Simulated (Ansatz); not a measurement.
Geometry relaxation, with input and output: GeH2Cl2OF (part 1 of 2)

GeH2Cl2OF, multiplicity 2, computed with UKS PBE0/def2-SVP (Ansatz 0.2.0).

The input holds or restrains some coordinates. It belongs to a series of runs on one base structure; here: pulled along the bonds that form and break, towards end B. Figures and captions count atoms from 1; the log counts them from 0 in places.

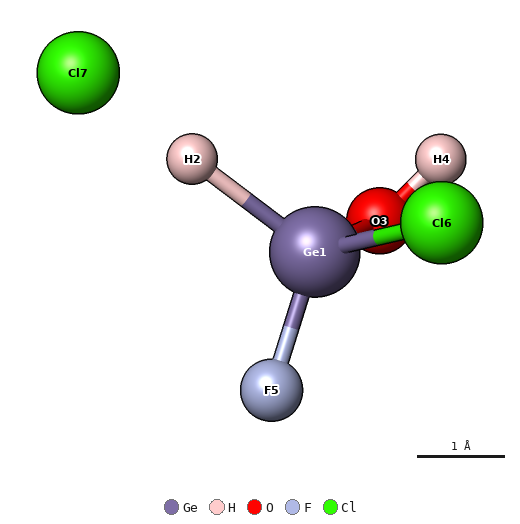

The structure as given in the input (ball-and-stick view, seen at a tilt; atoms are numbered from 1 in the order of the input). Sticks mark near contacts.

### Input
```yaml
crystal:
  periodic: [false, false, false]
  atoms:
    - { symbol: Ge, position_ang: [0.0, 0.0, 0.0] }
    - { symbol: H, position_ang: [0.0, 0.0, 1.8] }
    - { symbol: O, position_ang: [1.6691, 0.0, -0.5894] }
    - { symbol: H, position_ang: [1.9855, -0.9521, -0.7061] }
    - { symbol: F, position_ang: [-0.7913, 1.3709, -0.5594] }
    - { symbol: Cl, position_ang: [-1.0456, -1.8115, -0.7393] }
    - { symbol: Cl, position_ang: [0.0, 0.0, 3.47] }
magnetization:
  spin_polarized: true
  initial_magnetization: 1
basis:
  gaussian: { orbitals: def2-SVP }
hamiltonian:
  xc: pbe0
relax:
  f_tol: 0.15
  max_steps: 25
  restrain:
    - { distance: [1, 6], at: 1.37, k: 30.0 }
    - { distance: [0, 1], at: 2.75, k: 30.0 }
```

Launch command:
```bash
ansatz run input.yaml --threads 4 --pin off --max-ram 5120MiB --backend cpu --events-out ev --progress --plain --runs-dir out
```

### What the program printed
```
The last accepted step is kept in [file] (removed where the run ends without a failure and the disk answers)
Engine: ansatz 0.2.0, x86_64-unknown-linux-gnu
Functional definition: PBE0
  parameter a = 0.25
  parameter kappa = 0.804
  parameter beta = 0.06672455060314922
  exchange = (1 - a)*pbe_x(kappa = kappa, mu = beta*pi^2/3) + a*exact_x
  correlation = pbe_c(beta = beta)
1063 factors; integrals over basis functions are off by at most 3.5e-4 eV
mean field evaluation 1: about -86316.7332 eV, gradient 4.0e1 eV
mean field evaluation 2: about -86296.3052 eV, gradient 8.1e1 eV
mean field evaluation 4: about -86322.1981 eV, gradient 4.9e0 eV
mean field evaluation 8: about -86322.3011 eV, gradient 1.9e-1 eV
mean field evaluation 16: about -86322.3014 eV, gradient 2.4e-4 eV
mean field -86322.30141568 eV, -3172.2860656689 hartree, gradient 3.6e-5 eV, S^2 0.758375; 2 other end points of the search recorded, 0 dependent functions left out
the calculation of the forces begins
reference -86322.30143865 eV, -3172.2860665130 hartree; 43, 42 occupied and 63, 64 virtual orbitals, 1063 factors
relax step   1: F+E_penalty+E_count = -86322.30141568 eV  Δ(F+E_penalty+E_count) = +0.000e0 eV  max|allowed force component| = 2.144e0 eV/Å  E_restraint = 14.88750000 eV  max|allowed force component, restraints' pulls added| = 3.827e1 eV/Å  Δτ_max = 0.0000 Å  (46 SCF iters, accepted)
  distance H 1 - Cl 6 = 1.6700 Å
  distance Ge 0 - H 1 = 1.8000 Å
these checks for a lower state are left out or cut short: starts, cluster_reference, orbital_swaps, neighbouring_geometries, increment
1063 factors; integrals over basis functions are off by at most 8.3e-4 eV
mean field evaluation 32: about -86322.5293 eV, gradient 2.2e-5 eV
mean field -86322.52925901 eV, -3172.2944387567 hartree, gradient 2.2e-5 eV, S^2 0.753837; 0 other end points of the search recorded, 0 dependent functions left out
[... from here on the field's lines of each further geometry are left out, up to the last ...]
relax step   2: F+E_penalty+E_count = -86322.52925901 eV  Δ(F+E_penalty+E_count) = -2.278e-1 eV  max|allowed force component| = 2.083e0 eV/Å  E_restraint = 5.53057186 eV  max|allowed force component, restraints' pulls added| = 2.248e1 eV/Å  Δτ_max = 0.1949 Å  (38 SCF iters, accepted)
relax step   3: F+E_penalty+E_count = -86322.49226110 eV  Δ(F+E_penalty+E_count) = +3.700e-2 eV  max|allowed force component| = 2.813e0 eV/Å  E_restraint = 1.19787088 eV  max|allowed force component, restraints' pulls added| = 5.213e0 eV/Å  Δτ_max = 0.1906 Å  (34 SCF iters, accepted)
relax step   4: F+E_penalty+E_count = -86322.67121906 eV  Δ(F+E_penalty+E_count) = -1.790e-1 eV  max|allowed force component| = 2.071e0 eV/Å  E_restraint = 0.11994007 eV  max|allowed force component, restraints' pulls added| = 1.271e0 eV/Å  Δτ_max = 0.1944 Å  (34 SCF iters, accepted)
relax step   5: F+E_penalty+E_count = -86322.89065791 eV  Δ(F+E_penalty+E_count) = -2.194e-1 eV  max|allowed force component| = 8.511e-1 eV/Å  E_restraint = 0.05000157 eV  max|allowed force component, restraints' pulls added| = 1.249e0 eV/Å  Δτ_max = 0.1947 Å  (38 SCF iters, accepted)
relax step   6: F+E_penalty+E_count = -86322.86007996 eV  Δ(F+E_penalty+E_count) = +3.058e-2 eV  max|allowed force component| = 1.783e0 eV/Å  E_restraint = 0.00187127 eV  max|allowed force component, restraints' pulls added| = 1.531e0 eV/Å  Δτ_max = 0.1744 Å  (34 SCF iters, accepted)
relax step   7: F+E_penalty+E_count = -86322.92854105 eV  Δ(F+E_penalty+E_count) = -6.846e-2 eV  max|allowed force component| = 1.017e0 eV/Å  E_restraint = 0.02397262 eV  max|allowed force component, restraints' pulls added| = 2.788e-1 eV/Å  Δτ_max = 0.2000 Å  (33 SCF iters, accepted)
relax step   8: F+E_penalty+E_count = -86322.93321880 eV  Δ(F+E_penalty+E_count) = -4.678e-3 eV  max|allowed force component| = 9.790e-1 eV/Å  E_restraint = 0.02542187 eV  max|allowed force component, restraints' pulls added| = 5.535e-1 eV/Å  Δτ_max = 0.0504 Å  (33 SCF iters, accepted)
relax step   9: F+E_penalty+E_count = -86322.94307789 eV  Δ(F+E_penalty+E_count) = -9.859e-3 eV  max|allowed force component| = 9.813e-1 eV/Å  E_restraint = 0.01964213 eV  max|allowed force component, restraints' pulls added| = 1.820e-1 eV/Å  Δτ_max = 0.1770 Å  (33 SCF iters, accepted)
relax step  10: F+E_penalty+E_count = -86322.88398318 eV  Δ(F+E_penalty+E_count) = +5.909e-2 eV  max|allowed force component| = 1.503e0 eV/Å  E_restraint = 0.00049014 eV  max|allowed force component, restraints' pulls added| = 1.586e0 eV/Å  Δτ_max = 0.1950 Å  (34 SCF iters, rejected (line search))
relax step  11: F+E_penalty+E_count = -86322.94829134 eV  Δ(F+E_penalty+E_count) = -5.213e-3 eV  max|allowed force component| = 9.290e-1 eV/Å  E_restraint = 0.01963974 eV  max|allowed force component, restraints' pulls added| = 1.259e-1 eV/Å  Δτ_max = 0.0974 Å  (31 SCF iters, accepted)
relax step  12: F+E_penalty+E_count = -86322.94468453 eV  Δ(F+E_penalty+E_count) = +3.607e-3 eV  max|allowed force component| = 9.732e-1 eV/Å  E_restraint = 0.01311474 eV  max|allowed force component, restraints' pulls added| = 3.589e-1 eV/Å  Δτ_max = 0.0994 Å  (33 SCF iters, accepted)
relax step  13: F+E_penalty+E_count = -86322.94555382 eV  Δ(F+E_penalty+E_count) = -8.693e-4 eV  max|allowed force component| = 1.037e0 eV/Å  E_restraint = 0.01053529 eV  max|allowed force component, restraints' pulls added| = 4.728e-1 eV/Å  Δτ_max = 0.1427 Å  (33 SCF iters, accepted)
relax step  14: F+E_penalty+E_count = -86322.96246179 eV  Δ(F+E_penalty+E_count) = -1.691e-2 eV  max|allowed force component| = 9.088e-1 eV/Å  E_restraint = 0.01886947 eV  max|allowed force component, restraints' pulls added| = 1.403e-1 eV/Å  Δτ_max = 0.1019 Å  (33 SCF iters, accepted)
relax step  15: F+E_penalty+E_count = -86322.96971676 eV  Δ(F+E_penalty+E_count) = -7.255e-3 eV  max|allowed force component| = 8.379e-1 eV/Å  E_restraint = 0.02220792 eV  max|allowed force component, restraints' pulls added| = 3.339e-1 eV/Å  Δτ_max = 0.1951 Å  (33 SCF iters, accepted)
relax step  16: F+E_penalty+E_count = -86322.95874862 eV  Δ(F+E_penalty+E_count) = +1.097e-2 eV  max|allowed force component| = 1.115e0 eV/Å  E_restraint = 0.00752127 eV  max|allowed force component, restraints' pulls added| = 6.508e-1 eV/Å  Δτ_max = 0.1930 Å  (33 SCF iters, accepted)
relax step  17: F+E_penalty+E_count = -86322.98816981 eV  Δ(F+E_penalty+E_count) = -2.942e-2 eV  max|allowed force component| = 8.744e-1 eV/Å  E_restraint = 0.01896139 eV  max|allowed force component, restraints' pulls added| = 3.570e-1 eV/Å  Δτ_max = 0.1892 Å  (34 SCF iters, accepted)
relax step  18: F+E_penalty+E_count = -86322.99597978 eV  Δ(F+E_penalty+E_count) = -7.810e-3 eV  max|allowed force component| = 8.935e-1 eV/Å  E_restraint = 0.01779121 eV  max|allowed force component, restraints' pulls added| = 4.837e-1 eV/Å  Δτ_max = 0.1949 Å  (34 SCF iters, accepted)
relax step  19: F+E_penalty+E_count = -86322.93623007 eV  Δ(F+E_penalty+E_count) = +5.975e-2 eV  max|allowed force component| = 1.272e0 eV/Å  E_restraint = 0.00117662 eV  max|allowed force component, restraints' pulls added| = 1.192e0 eV/Å  Δτ_max = 0.1948 Å  (34 SCF iters, rejected (line search))
relax step  20: F+E_penalty+E_count = -86322.99353096 eV  Δ(F+E_penalty+E_count) = +2.449e-3 eV  max|allowed force component| = 9.406e-1 eV/Å  E_restraint = 0.01067494 eV  max|allowed force component, restraints' pulls added| = 4.056e-1 eV/Å  Δτ_max = 0.0959 Å  (32 SCF iters, accepted)
relax step  21: F+E_penalty+E_count = -86323.01019041 eV  Δ(F+E_penalty+E_count) = -1.666e-2 eV  max|allowed force component| = 7.902e-1 eV/Å  E_restraint = 0.02101331 eV  max|allowed force component, restraints' pulls added| = 1.567e-1 eV/Å  Δτ_max = 0.0645 Å  (33 SCF iters, accepted)
relax step  22: F+E_penalty+E_count = -86323.00246278 eV  Δ(F+E_penalty+E_count) = +7.728e-3 eV  max|allowed force component| = 7.775e-1 eV/Å  E_restraint = 0.02142442 eV  max|allowed force component, restraints' pulls added| = 3.652e-1 eV/Å  Δτ_max = 0.0538 Å  (33 SCF iters, rejected (line search))
the calculation of the forces begins
reference -86323.01336264 eV, -3172.3122292371 hartree; 43, 42 occupied and 63, 64 virtual orbitals, 1064 factors
relax step  23: F+E_penalty+E_count = -86323.01333947 eV  Δ(F+E_penalty+E_count) = -3.149e-3 eV  max|allowed force component| = 7.908e-1 eV/Å  E_restraint = 0.02125510 eV  max|allowed force component, restraints' pulls added| = 2.551e-2 eV/Å  Δτ_max = 0.0268 Å  (34 SCF iters, accepted)
  distance H 1 - Cl 6 = 1.3325 Å
  distance Ge 0 - H 1 = 2.7538 Å
1064 factors; integrals over basis functions are off by at most 8.8e-4 eV
mean field evaluation 192: about -86323.0133 eV, gradient 4.6e-2 eV
```

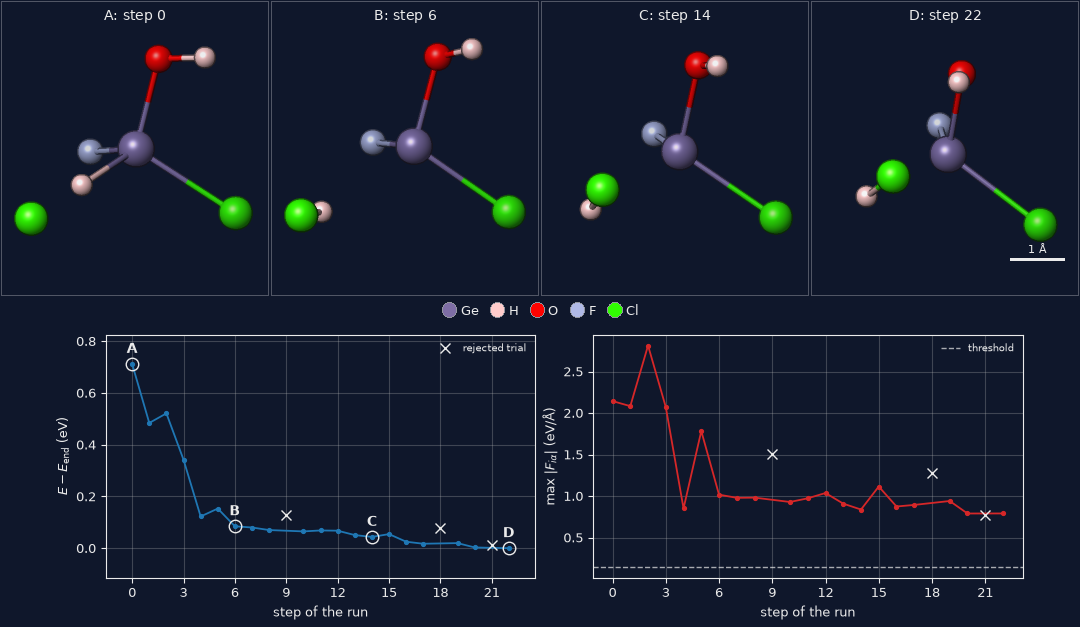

Frames of the restrained relaxation (ball-and-stick view, seen at a tilt) above the curves, on which the letters mark them (the first geometry is step 0 here and step 1 in the log).

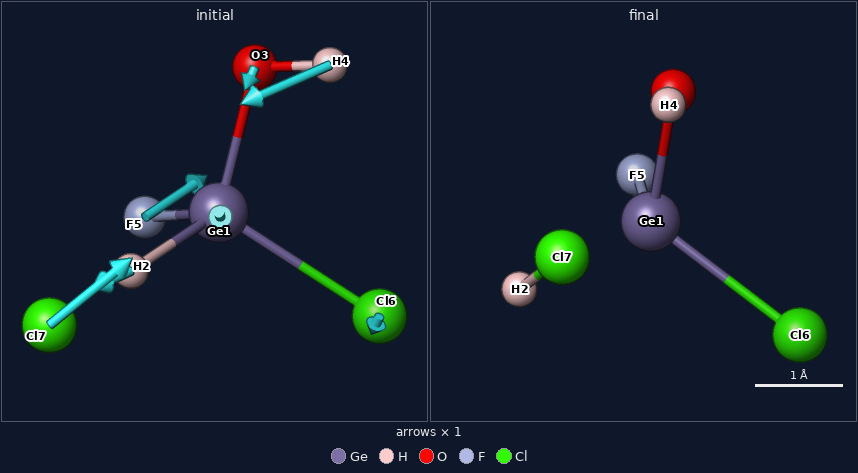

Before (left) and after (right) the restrained relaxation, at one scale (ball-and-stick view, seen at a tilt). The teal arrows give the displacements, at true length. The energy falls by 0.712 eV in 22 geometry steps. Largest force component: 2.1 eV/Å at the start, 0.79 eV/Å at the end. The line search rejected the trial steps at points 9, 18, 21 (counted from 0) and went back. The largest move after the best rigid fit is that of Cl7, 1.29 Å. By element the largest moves are Cl 1.29 Å, H 1.25 Å, F 1.09 Å, Ge 0.46 Å, O 0.32 Å. Distances before and after: Ge1–H2 1.800 → 2.754 Å, H2–Cl7 1.670 → 1.333 Å, Ge1–F5 1.679 → 1.732 Å, Ge1–Cl6 2.218 → 2.167 Å. Among the angles that change: O3–Ge1–F5 109.5° → 103.2°, O3–Ge1–Cl6 109.5° → 112.6°, F5–Ge1–Cl6 109.5° → 106.8°. (Atoms are counted from 1 in the order of the input.)

```
mean field -86323.01333947 eV, -3172.3122283855 hartree, gradient 1.0e-5 eV, S^2 0.753103; 1 other end points of the search recorded, 0 dependent functions left out
the calculation of the forces begins
reference -86323.01336264 eV, -3172.3122292371 hartree; 43, 42 occupied and 63, 64 virtual orbitals, 1064 factors
Total energy: -86323.01336264 eV, -3172.3122292371 hartree
Atom 0 at    -0.302083     0.148766    -0.318214 Å, force     0.014969     0.012760    -0.111603 eV/Å
Atom 1 at    -0.044680     0.135996     2.423458 Å, force     0.790759    -0.718518     0.485559 eV/Å
Atom 2 at     1.454453    -0.011015    -0.352506 Å, force    -0.020344    -0.004864     0.013104 eV/Å
Atom 3 at     1.776543    -0.462773     0.441877 Å, force     0.002980     0.000526     0.003522 eV/Å
Atom 4 at    -0.627640     1.221797    -1.637902 Å, force    -0.007500     0.003019    -0.003404 eV/Å
Atom 5 at    -1.316048    -1.714093    -0.760280 Å, force    -0.003732    -0.008322     0.001045 eV/Å
Atom 6 at     0.877154    -0.711378     2.879368 Å, force    -0.777130     0.715400    -0.388223 eV/Å
Dipole moment:    -0.010190     0.020599     0.590844 e Å
```

### Trajectory as extended XYZ (Å, eV, eV/Å), 23 frames, from step=1 to step=23
```
7
Properties=species:S:1:pos:R:3:forces:R:3 step=1 energy=-86322.30142
Ge    0.0000    0.0000    0.0000    0.6032  -2.1439   0.7977
H     0.0000    0.0000    1.8000   -0.1012   0.0192   0.7692
O     1.6691    0.0000   -0.5894    0.0910  -1.7217  -0.1638
H     1.9855   -0.9521   -0.7061   -0.5461   1.8173   0.2091
F    -0.7913    1.3709   -0.5594   -0.5439   1.1215  -0.4867
Cl   -1.0456   -1.8115   -0.7393    0.4849   0.9098   0.3727
Cl    0.0000    0.0000    3.4700    0.0120  -0.0022  -1.4982
7
Properties=species:S:1:pos:R:3:forces:R:3 step=2 energy=-86322.52926
Ge   -0.0028   -0.0222   -0.1538    0.2769  -1.5227   1.9714
H    -0.0011   -0.0002    1.9949   -0.0528   0.0005   1.8917
O     1.6819   -0.0063   -0.5974    0.6053  -1.0461  -0.6816
H     1.9846   -0.9434   -0.7060   -0.1455   1.0714   0.0871
F    -0.7991    1.3907   -0.5703   -0.6981   1.4652  -0.8811
Cl   -1.0460   -1.8114   -0.7417   -0.0002   0.0414  -0.3045
Cl    0.0003    0.0003    3.4500    0.0143  -0.0097  -2.0830
```
